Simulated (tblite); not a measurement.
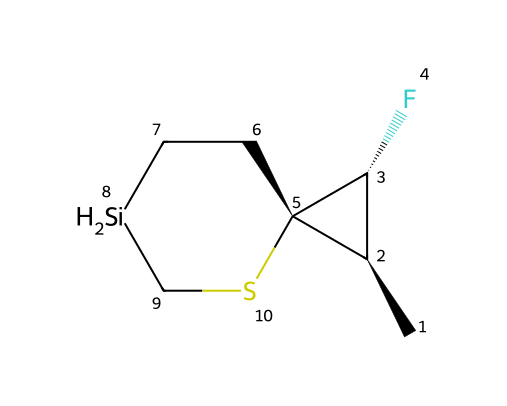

Skeletal drawing with numbered atoms; wedges and dashes mark any stereocentres. The configuration is that of a computed structure (GFN2-xTB).

**Give the R/S and E/Z labels.**

C2: R; C3: R; C5: S.

**Give a SMILES with the stereochemistry.**

C[C@@H]1[C@@H](F)[C@]12CC[SiH2]CS2
